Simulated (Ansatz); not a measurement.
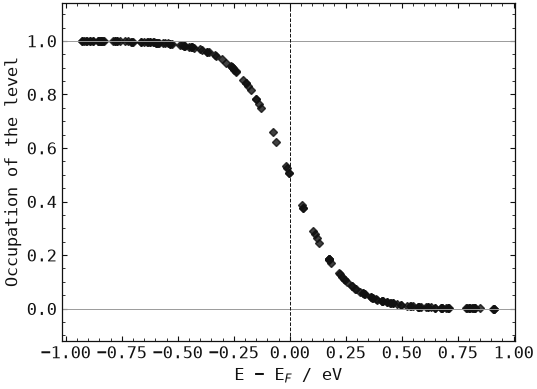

Occupations of the one-electron levels of the k mesh against their energy, from a run on SrAg2Pd, space group Cmcm, 8 atoms in the cell, with Ansatz.

Q: Which smearing scheme was used (Fermi-Dirac, Gaussian, Methfessel-Paxton or cold), and about what width?

A: Fermi-Dirac smearing with a width of 0.12 eV. The occupations stay between 0 and 1 and have long exponential tails; the slope at the Fermi level is 1/(4 × width).
